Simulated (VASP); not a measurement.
# Pd: cell size against the level of theory, part 2 of 2

How close do the usual functionals, with and without dispersion, come to the cell of Pd? The start is a cell from a database of measured crystal structures.

VASP 6.6.1, plane waves and PAW; the level of theory is named at each step.

Still holding for the runs below: The k-mesh is coarse for a metal.

So far, final volume (Å³): step 2 (relaxation, level PBE) 15.3; step 3 (relaxation, level LDA) 14.2.

### Step 4. Relaxation with r2SCAN

This step: r2SCAN; plane waves and PAW (Pd) (VASP 6.6.1).

r2SCAN adds the kinetic-energy density, costs more than a GGA and is run with LASPH.

INCAR reads:

```
SYSTEM = Pd
PREC = Accurate
ENCUT = 520
EDIFF = 1E-06
NELM = 100
ISMEAR = -1
SIGMA = 0.05
LREAL = .FALSE.
ALGO = Normal
METAGGA = R2SCAN
LASPH = .TRUE.
NBANDS = 11
LORBIT = 11
LWAVE = .FALSE.
LCHARG = .FALSE.
KPAR = 2
IBRION = 2
NSW = 60
ISIF = 3
EDIFFG = -0.01
```

POSCAR reads:

```
Pd
1.0
    0.0000000000      1.9500000000      1.9500000000
    1.9500000000      0.0000000000      1.9500000000
    1.9500000000      1.9500000000      0.0000000000
Pd
1
Direct
    0.0000000000      0.0000000000      0.0000000000
```

KPOINTS reads:

```
Automatic mesh
0
Gamma
10 10 10
0 0 0
```

The projector-augmented-wave data sets are Pd (PBE family, release 64).

On the command line:

```console
$ mpirun -np 2 vasp_std
```

Output:

```text
[banner, memory and clock lines left out]
running    2 mpi-ranks, on    1 nodes
[...]
[... a notice as in an earlier step ...]

 LDA part: xc-table for (None), standard interpolation
 POSCAR, INCAR and KPOINTS ok, starting setup
[...]
entering main loop
       N       E                     dE             d eps       ncg     rms          rms(c)
DAV:   1     0.251458268131E+02    0.25146E+02   -0.53815E+03  1042   0.899E+02
DAV:   2    -0.254360593022E+02   -0.50582E+02   -0.48872E+02  1139   0.191E+02
DAV:   3    -0.260613224876E+02   -0.62526E+00   -0.62294E+00  1294   0.227E+01
DAV:   4    -0.260634919776E+02   -0.21695E-02   -0.21692E-02  1223   0.139E+00
[...]
DAV:  10    -0.229670931226E+02   -0.58960E-04   -0.87286E-04  1221   0.271E-01    0.534E-02
DAV:  11    -0.229670601802E+02    0.32942E-04   -0.13940E-04  1159   0.924E-02    0.124E-02
DAV:  12    -0.229670592490E+02    0.93113E-06   -0.17683E-06  1149   0.134E-02
   1 F= -.22967059E+02 E0= -.22959890E+02  d E =-.229671E+02
[...]
DAV:   5    -0.229659783538E+02    0.77108E-04   -0.25259E-04  1165   0.129E-01    0.214E-02
DAV:   6    -0.229659880997E+02   -0.97460E-05   -0.27838E-05  1219   0.518E-02    0.719E-03
DAV:   7    -0.229659885027E+02   -0.40293E-06   -0.27086E-06   729   0.132E-02
   2 F= -.22965989E+02 E0= -.22958433E+02  d E =0.107075E-02
 trial-energy change:    0.001071  1 .order    0.001027   -0.003633    0.005686
 step:   0.3831(harm=  0.3898)  dis= 0.00000  next Energy=   -22.967753 (dE=-0.693E-03)
[...]
N       E                     dE             d eps       ncg     rms          rms(c)
DAV:   1    -0.229931169702E+02   -0.27129E-01   -0.48104E-01  1058   0.662E+00    0.107E+00
DAV:   2    -0.229674722441E+02    0.25645E-01   -0.13185E-01  1064   0.269E+00    0.233E-01
DAV:   3    -0.229676506823E+02   -0.17844E-03   -0.42467E-04  1197   0.201E-01    0.156E-01
DAV:   4    -0.229677351815E+02   -0.84499E-04   -0.64560E-04  1427   0.104E-01    0.364E-02
DAV:   5    -0.229677099012E+02    0.25280E-04   -0.98477E-05  1150   0.844E-02    0.117E-02
DAV:   6    -0.229677092054E+02    0.69579E-06   -0.14965E-06  1227   0.119E-02
   3 F= -.22967709E+02 E0= -.22960394E+02  d E =-.649956E-03
[...]
reached required accuracy - stopping structural energy minimisation
```

Wall time 26 s (2 MPI ranks of Intel Xeon Platinum 8488C (Sapphire Rapids), shared host); peak memory 0.27 GiB; 51 s of CPU time.

OUTCAR, selected parts (step 4):

```text
  Total        0.0082563      0.0082563      0.0082563     -0.0000000     -0.0000000      0.0000000
  in kB        0.8842030      0.8842030      0.8842030     -0.0000000     -0.0000000      0.0000000
  external PRESSURE =       0.8842030 kB  Pullay stress =       0.0000000 kB

 POSITION                                       TOTAL-FORCE (eV/Angst)
 -----------------------------------------------------------------------------------
      0.00000      0.00000      0.00000         0.000000      0.000000     -0.000000
 -----------------------------------------------------------------------------------
    total drift:                               -0.000000      0.000000     -0.000000

  FREE ENERGIE OF THE ION-ELECTRON SYSTEM (eV)
  ---------------------------------------------------
  free  energy   TOTEN  =       -22.9677092054 eV

  energy  without entropy=      -22.9530792018  energy(sigma->0) =      -22.96039420

[... 2 parts as in an earlier step ...]

[... 2 further parts left out ...]
[key lines of the parts left out:]
E-fermi :   9.3844
```

The PAW data sets were made with PBE, which is usual practice but a small mismatch for other functionals.

The steps of the relaxation:

```tsv
step	energy less that of the first step (eV)	largest force (eV/Å)	pressure (GPa)	volume (Å³)
1	0.0000	0.0000	1.71	14.83
2	0.0011	0.0000	-2.62	15.17
3	-0.0007	0.0000	0.09	14.96
```

```tsv
conventional cell, symmetrised	before	after	change
a (Å)	3.900	3.911	+0.3 %
b (Å)	3.900	3.911	+0.3 %
c (Å)	3.900	3.911	+0.3 %
volume (Å³/atom)	14.83	14.96	+0.9 %
```

Final coordinates:

```xyz
1
Lattice="0.0000 1.9557 1.9557 1.9557 0.0000 1.9557 1.9557 1.9557 0.0000" Properties=species:S:1:pos:R:3 pbc="T T T"
Pd    0.0000    0.0000    0.0000
```

It ends at 14.96 Å³/atom, +0.9 % from the start, with 0.09 GPa left. The conventional cell has a = 3.911 Å.

### Step 5. Relaxation with PBE + D3(BJ)

This step: PBE with D3(BJ); plane waves and PAW (Pd) (VASP 6.6.1).

A dispersion term adds the long-range attraction that semilocal functionals lack. D3 with Becke-Johnson damping keeps a finite attraction at short range.

Edit INCAR of step 4 so:

```diff
@@ -9,5 +9,6 @@
 ALGO = Normal
-METAGGA = R2SCAN
+GGA = PE
+IVDW = 12
+NBANDS = 11
 LASPH = .TRUE.
-NBANDS = 11
 LORBIT = 11
```

POSCAR is that of step 4.

KPOINTS is that of step 4.

On the command line:

```console
$ mpirun -np 2 vasp_std
```

Output:

```text
[... set-up lines as in an earlier step ...]
 entering main loop
       N       E                     dE             d eps       ncg     rms          rms(c)
[... 11 cycles as in an earlier step ...]
   1 F= -.58945381E+01 E0= -.58869924E+01  d E =-.589454E+01
[...]
N       E                     dE             d eps       ncg     rms          rms(c)
DAV:   1    -0.529226896179E+01   -0.62088E-01   -0.15124E+00  1154   0.120E+01    0.198E+00
DAV:   2    -0.521116582105E+01    0.81103E-01   -0.35278E-01  1247   0.470E+00    0.427E-01
DAV:   3    -0.521050147668E+01    0.66434E-03   -0.48935E-03  1395   0.452E-01    0.256E-01
DAV:   4    -0.521062925938E+01   -0.12778E-03   -0.98760E-04  1233   0.242E-01    0.298E-02
DAV:   5    -0.521062382013E+01    0.54392E-05   -0.15146E-05  1253   0.341E-02    0.129E-02
DAV:   6    -0.521062471775E+01   -0.89762E-06   -0.12017E-06  1315   0.756E-03
   2 F= -.58932509E+01 E0= -.58860814E+01  d E =0.128718E-02
 trial-energy change:    0.001287  1 .order    0.001457   -0.004642    0.007556
 step:   0.4006(harm=  0.3806)  dis= 0.00000  next Energy=    -5.895479 (dE=-0.941E-03)
[...]
N       E                     dE             d eps       ncg     rms          rms(c)
DAV:   1    -0.525340415192E+01   -0.42780E-01   -0.55258E-01  1187   0.726E+00    0.115E+00
DAV:   2    -0.522406384439E+01    0.29340E-01   -0.13489E-01  1205   0.284E+00    0.321E-01
DAV:   3    -0.522386281812E+01    0.20103E-03   -0.11384E-03  1372   0.224E-01    0.192E-01
DAV:   4    -0.522387509388E+01   -0.12276E-04   -0.30738E-04  1229   0.122E-01    0.900E-03
DAV:   5    -0.522387788191E+01   -0.27880E-05   -0.29136E-06  1322   0.124E-02    0.660E-03
DAV:   6    -0.522387935779E+01   -0.14759E-05   -0.37862E-07  1102   0.526E-03    0.498E-04
DAV:   7    -0.522387937508E+01   -0.17288E-07   -0.86601E-09   784   0.852E-04
   3 F= -.58954769E+01 E0= -.58880828E+01  d E =-.938863E-03
[...]
reached required accuracy - stopping structural energy minimisation
```

The job ended after 7.4 s (2 MPI ranks; peak memory 0.28 GiB; 14 s of CPU time).

From OUTCAR (step 5):

```text
 Edisp (eV)   -0.68263

 Edisp (eV)   -0.67160

  Total       0.00196     0.00196     0.00196    -0.00000    -0.00000    -0.00000
  in kB       0.21343     0.21343     0.21343    -0.00000    -0.00000    -0.00000
  external pressure =        0.21 kB  Pullay stress =        0.00 kB

 POSITION                                       TOTAL-FORCE (eV/Angst)
 -----------------------------------------------------------------------------------
      0.00000      0.00000      0.00000        -0.000000     -0.000000     -0.000000
 -----------------------------------------------------------------------------------
    total drift:                               -0.000000      0.000000     -0.000000

  FREE ENERGIE OF THE ION-ELECTRON SYSTEM (eV)
  ---------------------------------------------------
  free  energy   TOTEN  =        -5.8954769329 eV

  energy  without entropy=       -5.8806886970  energy(sigma->0) =       -5.88808281

[... 2 parts as in an earlier step ...]

[... 2 further parts left out ...]
[key lines of the parts left out:]
E-fermi :   9.8854
```

Dispersion corrections of this kind ignore metallic screening and tend to overbind metals.

Relaxation path:

```tsv
step	energy less that of the first step (eV)	largest force (eV/Å)	pressure (GPa)	volume (Å³)
1	0.0000	0.0000	-1.93	14.83
2	0.0013	0.0000	3.23	14.45
3	-0.0009	0.0000	0.02	14.68
```

```tsv
conventional cell, symmetrised	before	after	change
a (Å)	3.900	3.887	-0.3 %
b (Å)	3.900	3.887	-0.3 %
c (Å)	3.900	3.887	-0.3 %
volume (Å³/atom)	14.83	14.68	-1.0 %
```

Final coordinates:

```xyz
1
Lattice="0.0000 1.9433 1.9433 1.9433 0.0000 1.9433 1.9433 1.9433 0.0000" Properties=species:S:1:pos:R:3 pbc="T T T"
Pd    0.0000    0.0000    0.0000
```

It ends at 14.68 Å³/atom, -1.0 % from the start, with 0.02 GPa left. The conventional cell has a = 3.887 Å. Against plain PBE, the dispersion term moves a by -1.4 %.

### Step 6. The cells as a table

This step: relaxed cells at several levels; plane waves and PAW (VASP 6.6.1).

This step runs nothing: it gathers the runs above.

Lengths are those of the conventional cell; cost is the wall time of each run, as given at its step, times its ranks, without the set-up around it. Results by level, by row:

```tsv
level	volume (Å³/atom)	change from the start (%)	a (Å)	cost (core minutes)
PBE	15.29	3.1	3.94	0.253
LDA	14.18	-4.4	3.842	0.24
r2SCAN	14.96	0.9	3.911	0.867
PBE + D3(BJ)	14.68	-1	3.887	0.247
```

### Step 7. Summary of results

| Quantity | Value |
| --- | --- |
| volume, PBE | 15.29 Å³/atom |
| volume, LDA | 14.18 Å³/atom |
| volume, r2SCAN | 14.96 Å³/atom |
| volume, PBE + D3(BJ) | 14.68 Å³/atom |

**Reading.** For Pd the levels give volumes between 14.18 Å³/atom (LDA) and 15.29 Å³/atom (PBE), a spread of 7.8 %, while the cost of the finished runs spans a factor of 3.6. Within 1 % of experiment on every length: r2SCAN and PBE + D3(BJ). The nearest, PBE + D3(BJ), is among the cheap ones. Thermal and zero-point expansion, often some tenths of a per cent in length, bear on this order: with the measured lengths lowered by an assumed 0.4 % the nearest is still PBE + D3(BJ). The costs hold the number of ionic steps as well as the price of the functional. Adding D3(BJ) to PBE changes the volume by -4.0 % (a by -1.4 %). Pairwise corrections of the D and TS kind ignore the screening in a metal, so they may overbind here. Within 0.02 Å all end in space group Fm-3m; the runs can't lower the symmetry of the start. The k-sampling is coarse for a metal, so the Fermi level, pressures and the shape of the cell carry errors. Each is a single relaxation on the plane waves of the start cell, so larger changes of volume carry a basis-set error that was not tested here.

Computed beside measured:

| quantity | measured | PBE | LDA | r2SCAN | PBE + D3(BJ) |
| --- | --- | --- | --- | --- | --- |
| lattice constant a (Å) | 3.8902 | 3.940 (+1.3 %) | 3.842 (-1.2 %) | 3.911 (+0.5 %) | 3.887 (-0.1 %) |

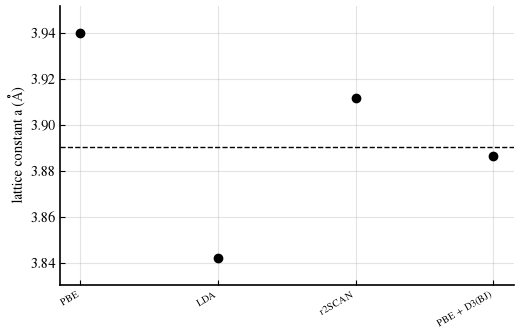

The lattice constant a by level; the dashed line is the measured value.

Measured values from arxiv:2204.14071 (2022).

How well it matches: For the lattice constant a, of the levels listed nearest comes PBE + D3(BJ) (-0.1 %, good agreement) and farthest PBE (+1.3 %, fair agreement). The grades are ours: good and fair within 0.7 and 1.5 % for the lattice constant a. Zero-point motion and thermal expansion (measured at up to 293.15 K) are not in the computed lattice constants.

[Lines on the potential files, build, host, timing and source positions are cut from VASP's logs without a mark.]

[Logs are printed without paths, hosts, clocks, repeated set-up lines and the standing remarks that a program may print on its own settings, such as how far it seeks lower states.]

[Hosts, paths, dates, database ids (printed as entryN), source tags and the programs' standing remarks are cut or masked in the printed files.]

[A measured line is paired with the nearest computed mode of its activity, which favours agreement.]
